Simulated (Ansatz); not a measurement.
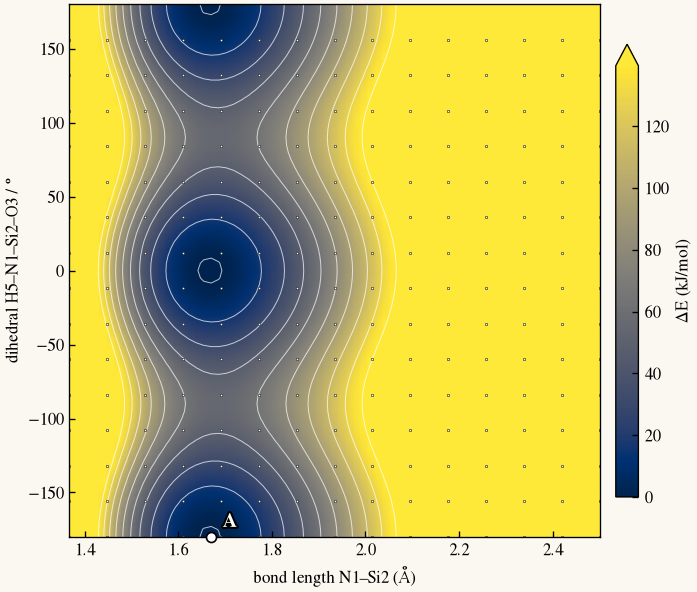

ClH2NOSi, SMILES N[Si](=O)Cl. Coordinates scanned: (1) bond length N1–Si2; (2) dihedral H5–N1–Si2–O3. Nothing is relaxed (all other coordinates rigid). The scan uses a 15 × 15 grid; 120 points were computed and 105 follow by symmetry. All energies are given in kJ/mol relative to the lowest grid point. The reference is spin-restricted, which grows unreliable where a bond is stretched far. Theory: Ansatz, RKS PBE0-D4/def2-TZVP.

In the figure: a smooth colour map with a few white contour lines, dots at the grid points, one colour for all values above the top of the scale, the point A. Between grid points the surface is interpolated.

### What is the easiest way out of the well at A, and how high is the barrier?

The easiest path leads from the well at about bond length N1–Si2 = 1.67 Å, dihedral H5–N1–Si2–O3 = −180° to a well of about the same depth at about bond length N1–Si2 = 1.67 Å, dihedral H5–N1–Si2–O3 = 0°. Its highest point lies about 56 kJ/mol above the bottom of the first well on the interpolated surface, at about bond length N1–Si2 = 1.69 Å, dihedral H5–N1–Si2–O3 = −90°. The start is the relaxed structure and all else is held, so a fully relaxed path at this level can only be lower.

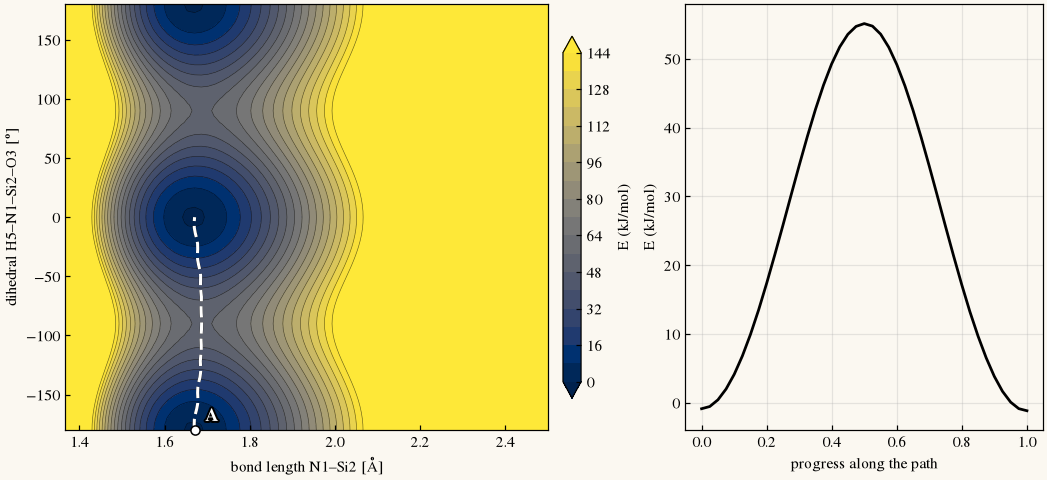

In the figure: filled contours, a line along the lowest path, one colour for all values above the top of the scale, the energy along the path at the right. Between grid points the surface is interpolated.
